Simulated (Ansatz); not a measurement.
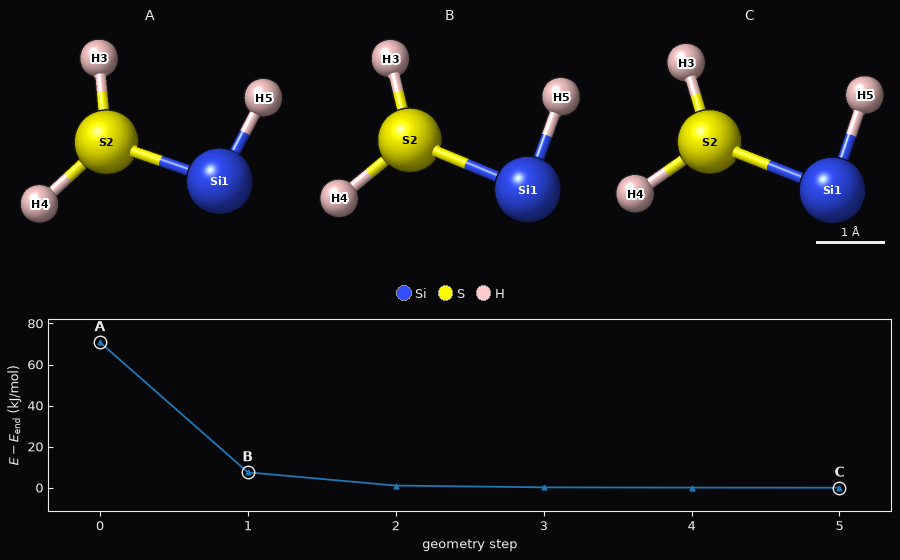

Frames of a relaxation of SiH3S (charge +1), marked on the history of the run. A ball-and-stick model, seen from a free direction.

It is one of the separated reactants of a reaction.

Method: RKS PBE-D4/def2-SVP in Ansatz 0.2.0.

The input:
```yaml
crystal:
  periodic: [false, false, false]
  atoms:
    - {symbol: Si, position_ang: [0.612208, 1.247047, -0.576677]}
    - {symbol: S, position_ang: [-0.378265, -0.457961, -0.107981]}
    - {symbol: H, position_ang: [-0.217626, -1.049870, 1.105871]}
    - {symbol: H, position_ang: [-1.200073, -0.966540, -1.064840]}
    - {symbol: H, position_ang: [1.268059, 1.320684, 0.680637]}
basis:
  gaussian: {orbitals: def2-SVP}
total_charge: 1
hamiltonian: {xc: pbe, dispersion: d4}
relax: {f_tol: 0.03, max_steps: 250}
```

Launched with:
```bash
ansatz run in.yaml --threads 2 --pin off --events-out ev --progress --plain --max-ram 4352MiB
```

What happens along the run?

The energy falls by 70.8 kJ/mol in 5 geometry steps. Largest force component: 3.3 eV/Å at the start, 0.011 eV/Å at the end. The atom that moves furthest after the best rigid fit is Si1 (0.27 Å). By element the largest moves are Si 0.27 Å, H 0.21 Å, S 0.05 Å. Near-neighbour distances that change, for instance: Si1–S2 2.027 → 2.244 Å, Si1–H5 1.420 → 1.539 Å, S2–H3 1.360 → 1.372 Å. Among the angles between lasting bonds that change: H3–S2–H4 122.5° → 102.7°, Si1–S2–H3 121.0° → 134.1°, S2–Si1–H5 93.7° → 81.6°. From step 0 to 1: Si1 moves most (0.20 Å), energy −63.4 kJ/mol. From step 1 to 5: H4 moves most (0.11 Å), energy −7.48 kJ/mol.
